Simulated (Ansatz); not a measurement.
**SiH₄O (triplet): one geometry, many settings at distance Si1–H5 along a hydrogen transfer = 1.692 Å**

What do other methods and options give for SiH₄O (triplet) at this geometry, and how long do they take?

Computed with Ansatz 0.2.0, Gaussian basis. Level: the settings change from run to run.

10 further runs of the same task are left out: 1 for a mislabelled method, 9 that didn't finish.

## 1. The geometry

The geometry derives from fragments relaxed apart (PBE0/def2-TZVP) and kept rigid, so it is no stationary point. A hydrogen atom is moved between rigid fragments.

6 atoms, charge 0, spin multiplicity 3.

Atoms are counted from 1 here; the program's logs count them from 0.

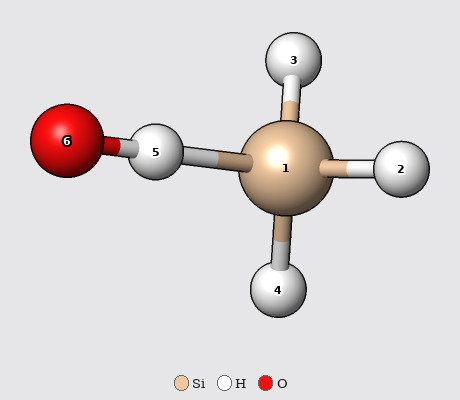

The structure; silicon light orange, hydrogen white, oxygen red; atoms are numbered from 1 in the order of the file.

## 2. CCSD(T) on ROHF/cc-pVDZ

in.yaml

```yaml
crystal:
  periodic: [false, false, false]
  atoms:
    - {symbol: Si, position_ang: [-0.948015, 0.000000, 0.000000]}
    - {symbol: H, position_ang: [-1.442887, 1.399708, 0.000000]}
    - {symbol: H, position_ang: [-1.442887, -0.699854, 1.212183]}
    - {symbol: H, position_ang: [-1.442887, -0.699854, -1.212183]}
    - {symbol: H, position_ang: [0.743985, 0.000000, 0.000000]}
    - {symbol: O, position_ang: [1.889985, 0.000000, 0.000000]}
basis:
  gaussian: {orbitals: cc-pVDZ}
magnetization: {spin_polarized: false, initial_magnetization: 2}
hamiltonian: {pseudopotentials: {relativity: scalar}}
correlation: {method: ccsd_t, electrons: outside_noble_gas}
output: {forces: true}
```

Command:

```
ansatz run in.yaml --threads 1 --pin off --events-out ev --progress --plain --max-ram 2393MiB
```

The program printed (excerpt; [...] marks lines left out):

```text
Functional definition: HF
  name "HF"
  cite "Fock, Z. Phys. 61, 126 (1930) doi:10.1007/BF01340294"
  parent pbe
[...]
482 factors; integrals over basis functions are off by at most 1.7e-3 eV
[...]
mean field -9974.72544471 eV, -366.5643989812 hartree, gradient 5.3e-6 eV, S^2 2.000000; 7 other end points of the search recorded, 0 dependent functions left out
[...]
6 core orbitals not correlated: weight in the atoms' cores, before any rotation towards them, 1.000 or more for the frozen orbitals, at most 0.000 for the correlated occupied ones
reference -9974.72544471 eV, -366.5643989812 hartree; 8, 6 occupied and 38, 40 virtual orbitals, 482 factors
second order -7.09836832 eV of doubles, -0.20169114 eV of singles
cycle   1  -8.04898764 eV  change   -7.4e-1 eV  update   6.8e-2
[...]
cycle   5  -8.37783007 eV  change  -3.5e-10 eV  update  7.1e-10
perturbative correction -0.15465744 eV, -0.0056835561 hartree
[...]
Total energy: -9983.25793222 eV, -366.8779621137 hartree
Relativity: scalar
Atom 0 at    -0.948015     0.000000     0.000000 Å, force    -1.276855    -0.055823    -0.000000 eV/Å
Atom 1 at    -1.442887     1.399708     0.000000 Å, force     0.079493     0.164011     0.000000 eV/Å
Atom 2 at    -1.442887    -0.699854     1.212183 Å, force     0.066439    -0.061413     0.134630 eV/Å
Atom 3 at    -1.442887    -0.699854    -1.212183 Å, force     0.066439    -0.061413    -0.134630 eV/Å
Atom 4 at     0.743985     0.000000     0.000000 Å, force     1.385208     0.002521    -0.000000 eV/Å
Atom 5 at     1.889985     0.000000     0.000000 Å, force    -0.320723     0.012117    -0.000000 eV/Å
Dipole moment:    -0.307376     0.000992     0.000000 e Å
```

Run time: 11 s. Hardware: 1 thread of Arm Neoverse V2, shared host.

From the report: correlation -8.5325 eV; T1 0.020; largest double amplitude 0.04.

## 3. NEVPT2(4,5)/STO-3G

in.yaml, as its differences from that of step 2:

```diff
@@ -10,6 +10,5 @@
 basis:
-  gaussian: {orbitals: cc-pVDZ}
+  gaussian: {orbitals: STO-3G, point_charges: [{charge: 0.50, position_ang: [6.500, 0.786, 0.378]}]}
 magnetization: {spin_polarized: false, initial_magnetization: 2}
-hamiltonian: {pseudopotentials: {relativity: scalar}}
-correlation: {method: ccsd_t, electrons: outside_noble_gas}
-output: {forces: true}
+correlation: {method: sc_nevpt2, electrons: outside_noble_gas, active_space: {window: {electrons: 4, orbitals: 5}, states: [{multiplicity: 3, weights: [1, 0.5]}, {multiplicity: 5, weights: [1]}]}}
+accuracy: high
```

The command is unchanged.

The program printed (excerpt; [...] marks lines left out):

```text
Functional definition: HF
  name "HF"
  cite "Fock, Z. Phys. 61, 126 (1930) doi:10.1007/BF01340294"
  parent pbe
[...]
299 factors; integrals over basis functions are off by at most 3.5e-8 eV
[...]
mean field -9840.50386913 eV, -361.6318470575 hartree, gradient 1.3e-8 eV, S^2 2.000000; 5 other end points of the search recorded, 0 dependent functions left out
reference -9840.50386913 eV, -361.6318470575 hartree; 14, 12 occupied and 4, 6 virtual orbitals, 299 factors
state -9840.12130083 eV, -361.6177879319 hartree
state -9840.11777773 eV, -361.6176584601 hartree
state -9840.12130083 eV, -361.6177879319 hartree; corrected -9841.75763206 eV, -361.6779219954 hartree
state -9840.11777773 eV, -361.6176584601 hartree; corrected -9841.75552771 eV, -361.6778446619 hartree
state -9827.62850689 eV, -361.1586862223 hartree
state -9827.62850689 eV, -361.1586862223 hartree; corrected -9829.01964422 eV, -361.2098095763 hartree
Total energy: -9836.66201606 eV, -361.4906615610 hartree
```

Wall time 0.6 s (1 thread of Arm Neoverse V2, shared host).

From the report: 100 determinants; active occupations (of the averaged states) 1.40, 1.20, 1.00, 0.40, 0.00.

## 4. MP2 on ROHF/cc-pVDZ

in.yaml

```yaml
crystal:
  periodic: [false, false, false]
  atoms:
    - {symbol: Si, position_ang: [-0.948015, 0.000000, 0.000000]}
    - {symbol: H, position_ang: [-1.442887, 1.399708, 0.000000]}
    - {symbol: H, position_ang: [-1.442887, -0.699854, 1.212183]}
    - {symbol: H, position_ang: [-1.442887, -0.699854, -1.212183]}
    - {symbol: H, position_ang: [0.743985, 0.000000, 0.000000]}
    - {symbol: O, position_ang: [1.889985, 0.000000, 0.000000]}
basis:
  gaussian: {orbitals: cc-pVDZ}
magnetization: {spin_polarized: false, initial_magnetization: 2}
correlation: {method: mp2, electrons: outside_noble_gas}
accuracy: high
```

Launched as before.

The program printed (excerpt; [...] marks lines left out):

```text
Functional definition: HF
  name "HF"
  cite "Fock, Z. Phys. 61, 126 (1930) doi:10.1007/BF01340294"
  parent pbe
[...]
1121 factors; integrals over basis functions are off by at most 4.0e-9 eV
[...]
mean field -9958.63604369 eV, -365.9731243997 hartree, gradient 2.3e-8 eV, S^2 2.000000; 5 other end points of the search recorded, 0 dependent functions left out
[...]
6 core orbitals not correlated: weight in the atoms' cores, before any rotation towards them, 1.000 or more for the frozen orbitals, at most 0.000 for the correlated occupied ones
reference -9958.63604369 eV, -365.9731243997 hartree; 8, 6 occupied and 38, 40 virtual orbitals, 1121 factors
second order -7.09583984 eV of doubles, -0.20154999 eV of singles
Total energy: -9965.93343352 eV, -366.2412985297 hartree
```

Wall time 2.6 s (1 thread of Arm Neoverse V2, shared host).

## 5. CASSCF(4,5)/6-31G*

in.yaml, as its differences from that of step 4:

```diff
@@ -10,5 +10,6 @@
 basis:
-  gaussian: {orbitals: cc-pVDZ}
+  gaussian: {orbitals: "6-31G*", point_charges: [{charge: 0.50, position_ang: [6.769, 0.541, 0.760]}]}
 magnetization: {spin_polarized: false, initial_magnetization: 2}
-correlation: {method: mp2, electrons: outside_noble_gas}
+correlation: {active_space: {window: {electrons: 4, orbitals: 5}}}
 accuracy: high
+output: {forces: true}
```

Same command.

The program printed (excerpt; [...] marks lines left out):

```text
Functional definition: HF
  name "HF"
  cite "Fock, Z. Phys. 61, 126 (1930) doi:10.1007/BF01340294"
  parent pbe
[...]
826 factors; integrals over basis functions are off by at most 2.8e-9 eV
[...]
mean field -9957.93659768 eV, -365.9474202327 hartree, gradient 2.4e-10 eV, S^2 2.000000; 6 other end points of the search recorded, 0 dependent functions left out
reference -9957.93659768 eV, -365.9474202327 hartree; 14, 12 occupied and 28, 30 virtual orbitals, 826 factors
state -9958.95756831 eV, -365.9849402113 hartree
[...]
Total energy: -9958.95756831 eV, -365.9849402113 hartree
Atom 0 at    -0.948015     0.000000     0.000000 Å, force    -2.151931    -0.016971    -0.037169 eV/Å
Atom 1 at    -1.442887     1.399708     0.000000 Å, force     0.207975    -0.150816     0.008969 eV/Å
Atom 2 at    -1.442887    -0.699854     1.212183 Å, force     0.210153     0.081635    -0.125596 eV/Å
Atom 3 at    -1.442887    -0.699854    -1.212183 Å, force     0.201207     0.081450     0.143205 eV/Å
Atom 4 at     0.743985     0.000000     0.000000 Å, force     1.453132     0.000344     0.000751 eV/Å
Atom 5 at     1.889985     0.000000     0.000000 Å, force     0.112443     0.008767     0.016042 eV/Å
Dipole moment:    -0.415831    -0.002057    -0.002502 e Å
```

Run time: 6 s. Hardware: 1 thread of Arm Neoverse V2, shared host.

From the report: 100 determinants; active occupations 1.97, 1.00, 1.00, 0.03, 0.00.

## 6. NEVPT4(SD)(2,3)/6-31G

in.yaml, as its differences from that of step 5:

```diff
@@ -10,6 +10,4 @@
 basis:
-  gaussian: {orbitals: "6-31G*", point_charges: [{charge: 0.50, position_ang: [6.769, 0.541, 0.760]}]}
+  gaussian: {orbitals: 6-31G}
 magnetization: {spin_polarized: false, initial_magnetization: 2}
-correlation: {active_space: {window: {electrons: 4, orbitals: 5}}}
-accuracy: high
-output: {forces: true}
+correlation: {method: fic_nevpt4_sd, electrons: valence, active_space: {window: {electrons: 2, orbitals: 3}}}
```

The command is unchanged.

The program printed (excerpt; [...] marks lines left out):

```text
Functional definition: HF
  name "HF"
  cite "Fock, Z. Phys. 61, 126 (1930) doi:10.1007/BF01340294"
  parent pbe
[...]
343 factors; integrals over basis functions are off by at most 2.5e-4 eV
[...]
mean field -9956.36970862 eV, -365.8898381221 hartree, gradient 2.9e-6 eV, S^2 2.000000; 5 other end points of the search recorded, 0 dependent functions left out
reference -9956.36970862 eV, -365.8898381221 hartree; 14, 12 occupied and 16, 18 virtual orbitals, 343 factors
state -9956.36970862 eV, -365.8898381221 hartree
state -9956.36970862 eV, -365.8898381221 hartree; corrected -9961.27582108 eV, -366.0701344296 hartree
WARN: 1 active orbitals are nearly empty or full. The corrections depend on them more than the energy does, and are more stable in an active space without them
Total energy: -9961.27582108 eV, -366.0701344296 hartree
```

It took 0.93 s on 1 thread of Arm Neoverse V2, shared host.

From the report: 9 determinants; active occupations 1.00, 1.00, 0.00. The report marks this result as in doubt.

## 7. CASSCF(4,9)/6-31G

in.yaml, as its differences from that of step 6:

```diff
@@ -12,2 +12,2 @@
 magnetization: {spin_polarized: false, initial_magnetization: 2}
-correlation: {method: fic_nevpt4_sd, electrons: valence, active_space: {window: {electrons: 2, orbitals: 3}}}
+correlation: {active_space: {window: {electrons: 4, orbitals: 9}}}
```

Launched as before.

The program printed:

```text
Functional definition: HF
  name "HF"
  cite "Fock, Z. Phys. 61, 126 (1930) doi:10.1007/BF01340294"
  parent pbe
  exchange = exact_x
  correlation = 0
343 factors; integrals over basis functions are off by at most 2.5e-4 eV
mean field evaluation 1: about -9951.4645 eV, gradient 2.5e1 eV
mean field evaluation 2: about -9951.4689 eV, gradient 2.5e1 eV
mean field evaluation 4: about -9956.2834 eV, gradient 3.7e0 eV
mean field evaluation 8: about -9956.3680 eV, gradient 2.6e-1 eV
mean field evaluation 16: about -9955.4184 eV, gradient 9.4e0 eV
mean field evaluation 32: about -9956.0351 eV, gradient 6.0e0 eV
mean field evaluation 64: about -9956.3697 eV, gradient 8.0e-4 eV
mean field -9956.36970862 eV, -365.8898381221 hartree, gradient 2.9e-6 eV, S^2 2.000000; 5 other end points of the search recorded, 0 dependent functions left out
reference -9956.36970862 eV, -365.8898381221 hartree; 14, 12 occupied and 16, 18 virtual orbitals, 343 factors
state -9957.63700569 eV, -365.9364104304 hartree
Total energy: -9957.63700569 eV, -365.9364104304 hartree
```

Run time: 12 s. Hardware: 1 thread of Arm Neoverse V2, shared host.

From the report: 1,296 determinants; active occupations 1.96, 1.00, 1.00, 0.03, 0.00, 0.00, 0.00, 0.00, 0.00.

## 8. BCCD(T)/def2-SVP

in.yaml, as its differences from that of step 7:

```diff
@@ -10,4 +10,6 @@
 basis:
-  gaussian: {orbitals: 6-31G}
-magnetization: {spin_polarized: false, initial_magnetization: 2}
-correlation: {active_space: {window: {electrons: 4, orbitals: 9}}}
+  gaussian: {orbitals: def2-SVP}
+magnetization: {spin_polarized: true, initial_magnetization: 2}
+hamiltonian: {xc: {name: PBE}}
+correlation: {method: bccd_t, electrons: outside_noble_gas}
+output: {forces: true}
```

Launched as before.

The program printed (excerpt; [...] marks lines left out):

```text
Functional definition: PBE
  name "PBE"
  cite "Perdew, Burke & Ernzerhof, Phys. Rev. Lett. 77, 3865 (1996) doi:10.1103/PhysRevLett.77.3865"
  parent pbe
[...]
501 factors; integrals over basis functions are off by at most 1.7e-3 eV
[...]
mean field -9974.28932472 eV, -366.5483718673 hartree, gradient 5.1e-6 eV, S^2 2.004426; 5 other end points of the search recorded, 0 dependent functions left out
6 core orbitals not correlated: weight in the atoms' cores, before any rotation towards them, 1.000 or more for the frozen orbitals, at most 0.000 for the correlated occupied ones
reference -9953.93276661 eV, -365.8002821550 hartree; 8, 6 occupied and 38, 40 virtual orbitals, 501 factors
second order -7.28959497 eV of doubles, -0.40575683 eV of singles
cycle   1  -8.24874264 eV  change   -5.5e-1 eV  update   6.6e-2
[...]
cycle   5  -8.53125918 eV  change  -8.1e-10 eV  update   1.2e-9
perturbative correction -0.15394480 eV, -0.0056573671 hartree
[...]
Total energy: -9962.61797059 eV, -366.1194575143 hartree
Atom 0 at    -0.948015     0.000000     0.000000 Å, force    -1.370843     0.049336    -0.000000 eV/Å
Atom 1 at    -1.442887     1.399708     0.000000 Å, force     0.099934     0.037273    -0.000000 eV/Å
Atom 2 at    -1.442887    -0.699854     1.212183 Å, force     0.114106    -0.036301     0.041262 eV/Å
Atom 3 at    -1.442887    -0.699854    -1.212183 Å, force     0.114106    -0.036301    -0.041262 eV/Å
Atom 4 at     0.743985     0.000000     0.000000 Å, force     1.433151    -0.002121     0.000000 eV/Å
Atom 5 at     1.889985     0.000000     0.000000 Å, force    -0.390455    -0.011886     0.000000 eV/Å
Dipole moment:    -0.332148    -0.001574     0.000000 e Å
```

Wall time 25 s (1 thread of Arm Neoverse V2, shared host); peak memory 0.31 GiB.

From the report: ⟨S²⟩ of the determinant 2.004 (pure triplet: 2.00); correlation -8.6852 eV; largest double amplitude 0.04.

## 9. The runs in one table

Where basis and cores are those of an earlier UCCSDT(Q)/cc-pVDZ run (-9967.2045 eV), and the state is the same kind, the miss against it is given. † marks a result that the program doubts.

```tsv
level	correlated	functions	energy (eV)	from UCCSDT(Q) (meV)	time
CCSD(T) on ROHF/cc-pVDZ (relativity set)	outside noble gas	52	-9983.2579		11 s
NEVPT2(4,5)/STO-3G (mean of several states, beside a point charge)	outside noble gas	18	-9836.6620		0.6 s
MP2 on ROHF/cc-pVDZ	outside noble gas	52	-9965.9334	1271.1	2.6 s
CASSCF(4,5)/6-31G* (beside a point charge)		42	-9958.9576		6 s
NEVPT4(SD)(2,3)/6-31G †	valence	30	-9961.2758		0.93 s
CASSCF(4,9)/6-31G		30	-9957.6370		12 s
BCCD(T)/def2-SVP (on PBE orbitals)	outside noble gas	52	-9962.6180		25 s
```

## 10. Results

| quantity | value |
| --- | --- |
| runs | 7 |
| quickest | NEVPT2(4,5)/STO-3G (mean of several states, beside a point charge), 0.6 s |
| slowest | BCCD(T)/def2-SVP (on PBE orbitals), 25 s |

What this shows: Total energies in different bases, with other cores or another treatment of relativity can't be set against each other. BCCD(T)/def2-SVP (on PBE orbitals) took 41 times as long as NEVPT2(4,5)/STO-3G (mean of several states, beside a point charge); the jobs differ in more than the method.
